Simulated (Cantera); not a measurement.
Feed: 1 mol Pb, 1.6 mol H₂O, 77 mol H₂, held at 27.0 Torr.

Cantera equilibrium calculation (NASA polynomials, part measured and part estimated; ideal gas, pure solids and liquids). Candidate condensed phases: H₂O, Pb, PbO, PbO₂, Pb₃O₄; 12 gas species. Rates play no part.

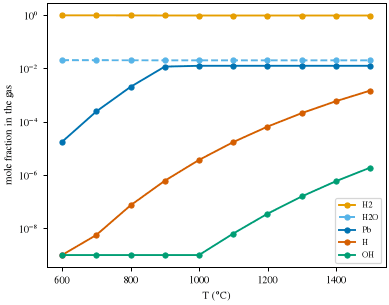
Figure: Equilibrium gas composition (values under 1e-9 drawn at 1e-9)

From 600 °C to 900 °C the condensed part is Pb(l). From 1000 °C to 1500 °C nothing is condensed. The main Pb-bearing gas is Pb throughout.
